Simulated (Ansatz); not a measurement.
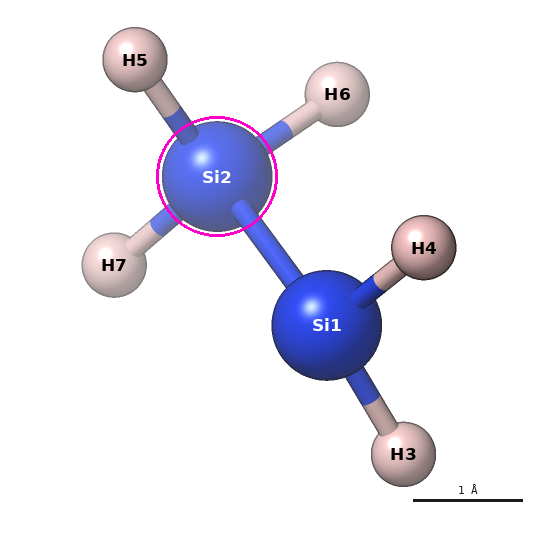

(Drawn from a calculation with Ansatz.)

Orthographic view. Atoms fade into the background with distance from the viewer. The species is neutral and a spin doublet. Geometry: moved along internal coordinates away from the minimum.

> Which atoms are bonded to the circled atom?

The circled atom is Si2; it is bonded to Si1, H5, H6, H7.

> Of Si1 and Si2, which is nearer the viewer?

Si1; the bond to Si2 points away from the viewer, so it looks shorter than its 2.32 Å.

> Which atom is nearest the viewer?

H4, 1.9 Å in front of the mean position.
